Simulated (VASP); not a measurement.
Band structure of BAsO₄ (space group I-4). Method: PBEsol GGA, VASP's PBE PAW potentials (set 64) (plane waves; VASP).

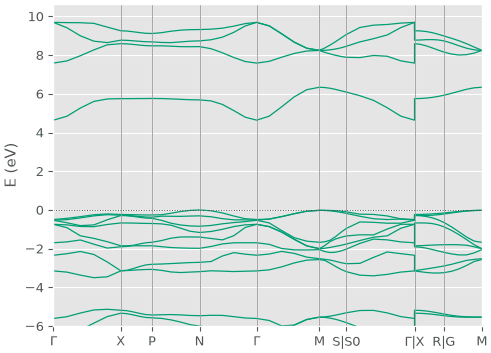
Figure: Bands along high-symmetry lines, zero at the valence-band maximum or, without a gap, the Fermi level

Read the plot: is there a gap, and where are the band edges?

The gap is indirect, 4.64 eV, from the valence maximum at N to the conduction minimum at Γ.

The structure comes from a computed database's BAsO4 entry (I-4); how it stands against other phases isn't given here. The cell was not relaxed at this level.
